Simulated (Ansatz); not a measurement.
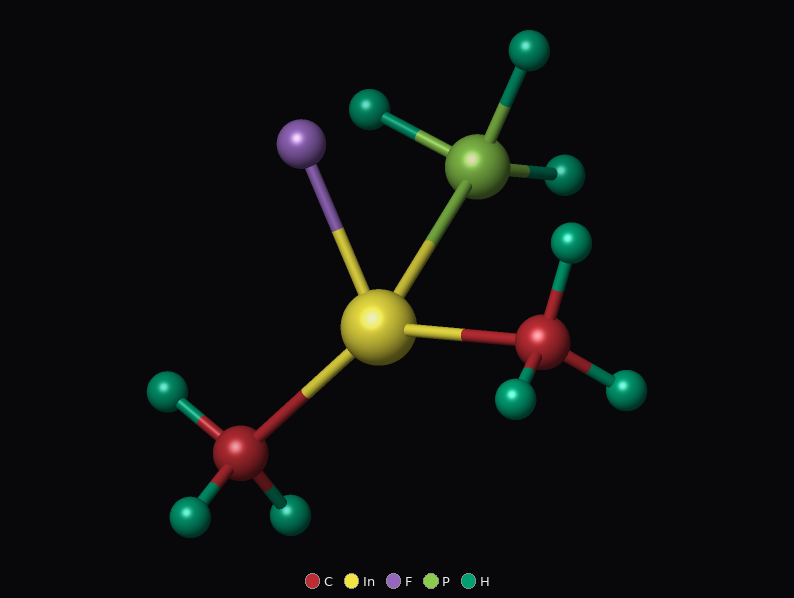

Ball-and-stick drawing of a structure. Every bond is drawn as one stick, whatever its order.

Computed geometry: PBE0-D4/def2-TZVP optimisation.

What does the picture show?

It has 14 atoms: 2 carbon, 9 hydrogen, 1 fluorine, 1 indium and 1 phosphorus (C₂H₉FInP). As SMILES it reads `[CH3][In-]([CH3])([F])[PH3+]`. The point group is Cs. Coordination, clear cases only: 2 C tetrahedral.

More results for the same structure follow; atom numbers are the same in all pictures, views and colours differ.

## Geometry

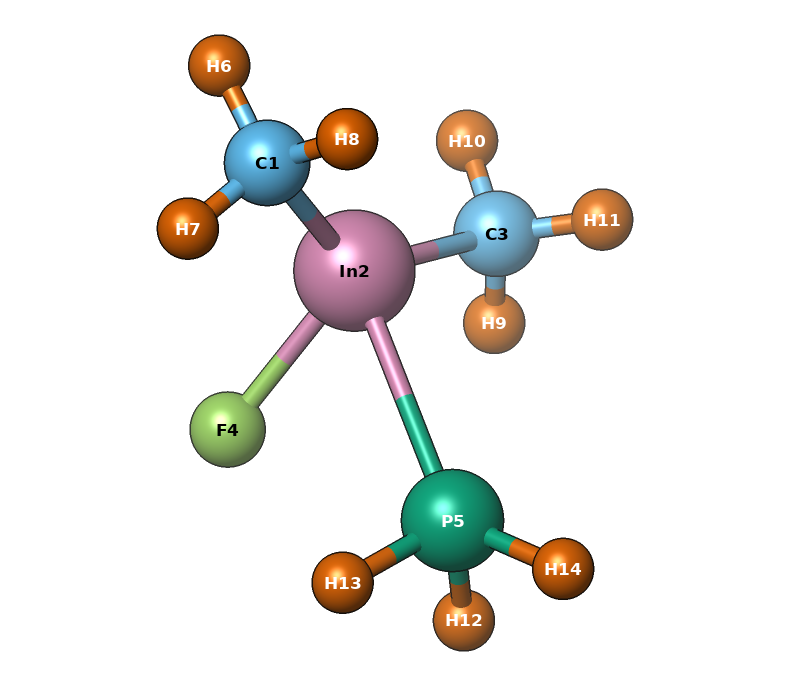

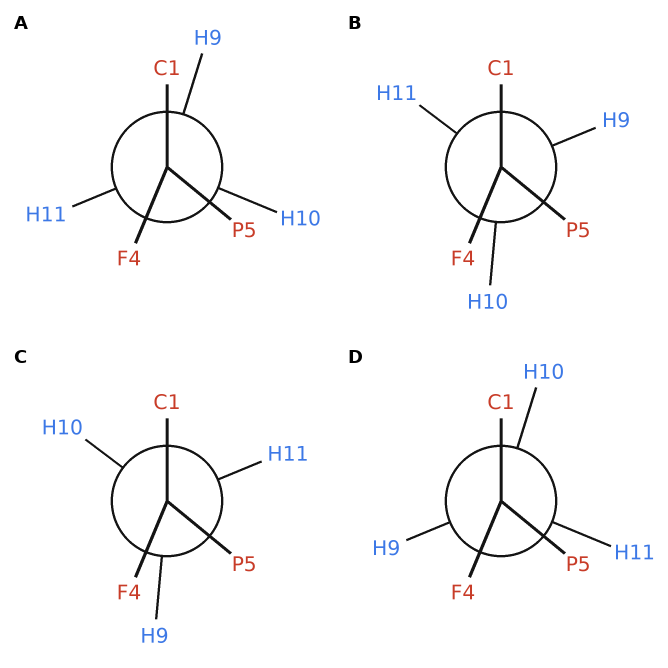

Depth is shown by fading: the farther an atom, the more it takes the colour of the background. Bonds that would overlap in a projection are set slightly apart.

**Which Newman projection shows the view along In2–C3, with In2 in front?**

C. The torsion angle P5–In2–C3–H9 is 58°, synclinal (gauche).

## Vibrations

Harmonic vibrations computed with RKS PBE0-D4/def2-TZVP, core potentials on In (Ansatz 0.2.0) at a stationary point of the same level.

**List the wavenumbers.**

36 modes: 54, 55, 63, 81, 104, 122, 130, 146, 159, 290, 342, 490, 506, 535, 679, 693, 723, 741, 982, 1112, 1122, 1191, 1193, 1449, 1452, 1452, 1456, 2434, 2487, 2499, 3061, 3062, 3152, 3152, 3163, 3163 cm⁻¹.

## Charges

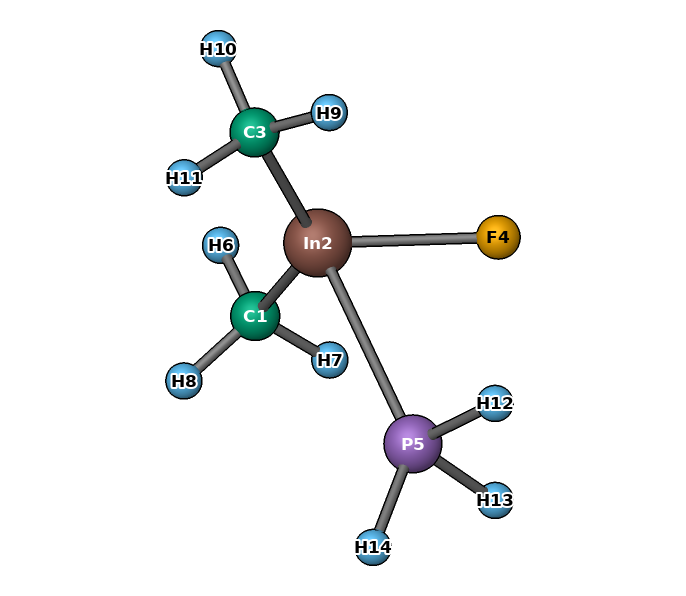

The questions are on Mulliken charges. Method: RKS PBE0-D4/def2-TZVP, core potentials on In (Ansatz 0.2.0).

**Which atom carries the highest charge (most positive or least negative)?**

In2 (0.89 e).

**And the lowest?**

C1, C3 (−0.66 e).

List the Mulliken charges.

```json
{"atom": "C1", "value (e)": "−0.66"}
{"atom": "In2", "value (e)": "0.89"}
{"atom": "C3", "value (e)": "−0.66"}
{"atom": "F4", "value (e)": "−0.56"}
{"atom": "P5", "value (e)": "−0.21"}
{"atom": "H6", "value (e)": "0.14"}
{"atom": "H7", "value (e)": "0.15"}
{"atom": "H8", "value (e)": "0.14"}
{"atom": "H9", "value (e)": "0.15"}
{"atom": "H10", "value (e)": "0.14"}
{"atom": "H11", "value (e)": "0.14"}
{"atom": "H12", "value (e)": "0.12"}
{"atom": "H13", "value (e)": "0.12"}
{"atom": "H14", "value (e)": "0.09"}
```

## Levels of theory compared

Program: Ansatz 0.2.0.

Tabulate dipole (D), HOMO energy (eV), HOMO–LUMO gap (eV) at these levels: B3LYP-D4/def2-TZVPP; PBE-D4/def2-TZVPP; r2SCAN-D4/def2-TZVPP; ωB97M-V/def2-TZVPP.

```
               level  dipole (D)  HOMO energy (eV)  HOMO–LUMO gap (eV)
 B3LYP-D4/def2-TZVPP        3.38             −7.10                6.75
   PBE-D4/def2-TZVPP        3.20             −6.10                5.28
r2SCAN-D4/def2-TZVPP        3.33             −6.33                5.82
  ωB97M-V/def2-TZVPP        3.38             −9.50               10.64
```

Mulliken values depend strongly on the basis set and can even reverse the polarity of a bond.
